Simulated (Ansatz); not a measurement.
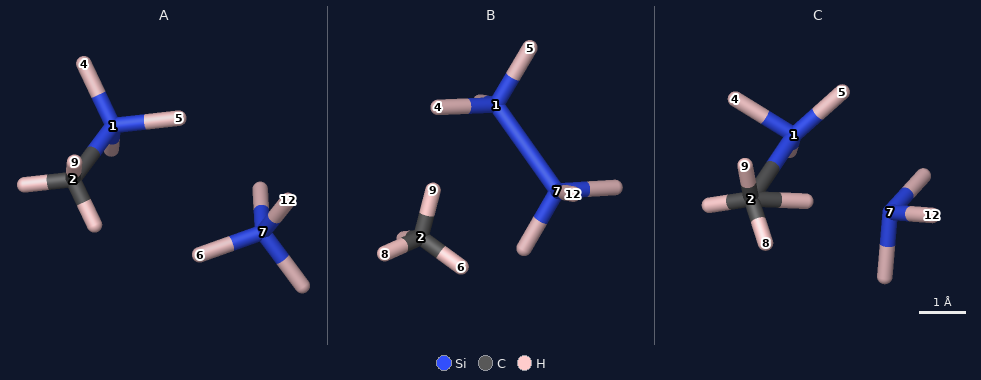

Three geometries of CH10Si2: a saddle point and the two minima that it joins, in shuffled order. The picture is a stick view, seen at a tilt. Sticks join atoms that are closer than about 1.2 times the sum of their covalent radii (a little more with hydrogen).

Stationary points at PBE0-D4/def2-TZVP, single-point energies with CCSD(T)/CBS, B97M-V, PBE0-D4, PBE-QIDH, r2SCAN-D4, wB97M-V (def2-TZVPP where no basis is named; Ansatz 0.2.0). The energies are electronic, without zero-point or thermal terms, and both ends are the minima reached downhill from the saddle, with any fragments still in contact. CCSD(T)/CBS stands for a frozen-core estimate: MP2 correlation extrapolated from def2-TZVPP and def2-QZVPP, CCSD(T) minus MP2 from the smaller set.

Which frame is the transition state, what reaction does it lead through, and what barrier is to be expected?

Answer. Frame C is the saddle point. Counted by bonded pieces, A holds CH₆Si + SiH₄ and B holds CH₄ + Si₂H₆. From A over the saddle to B, bonds form: Si–Si (4.03 → 2.69 → 2.34 Å), C–H (3.48 → 1.34 → 1.09 Å). Bonds break: C–Si (1.87 → 2.18 → 4.35 Å), H–Si (1.49 → 2.05 → 3.63 Å). The saddle has one imaginary mode, 1387i cm⁻¹. With CCSD(T)/CBS the barrier is 82.0 kcal/mol from A and 83.9 kcal/mol from B, and B lies 1.9 kcal/mol below A.

| level | barrier from A (kcal/mol) | barrier from B (kcal/mol) | B less A (kcal/mol) |
| --- | --- | --- | --- |
| CCSD(T)/CBS | 82.0 | 83.9 | −1.9 |
| B97M-V | 76.6 | 80.1 | −3.4 |
| PBE0-D4 | 74.1 | 78.0 | −3.9 |
| PBE-QIDH | 80.1 | 82.4 | −2.3 |
| r2SCAN-D4 | 74.2 | 77.4 | −3.2 |
| wB97M-V | 81.8 | 82.4 | −0.7 |

Against CCSD(T)/CBS, wB97M-V comes closest on the barrier from A (−0.3 kcal/mol) and PBE0-D4 misses most (−7.9 kcal/mol).

Limits of the set-up: the start holds two separate molecules, 2.7 Å apart at their closest, whose relative position is a soft coordinate.
